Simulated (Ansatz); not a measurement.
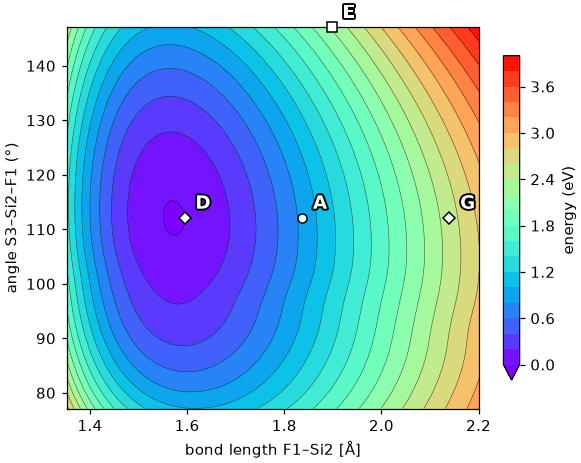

FH2SSi, SMILES F[SiH2][S], spin multiplicity 2. First axis: bond length F1–Si2. Second axis: angle S3–Si2–F1. Nothing is relaxed (all other coordinates rigid). The grid has 15 × 15 points. Points are written as (first, second). All energies are given in eV relative to the lowest grid point. Theory: UHF/def2-TZVP in Ansatz.

In the figure: filled contours, lettered points. Between grid points the surface is interpolated.

What kind of point is each of A, D, G: minimum, saddle, maximum or slope?

A: on a slope; D: minimum; G: on a slope. (In these two coordinates alone; a stationary point may lie a little off the grid point.)

Rank the lettered points by energy, lowest first.

D (0.00 eV), A (0.85 eV), E (2.23 eV), G (2.51 eV).
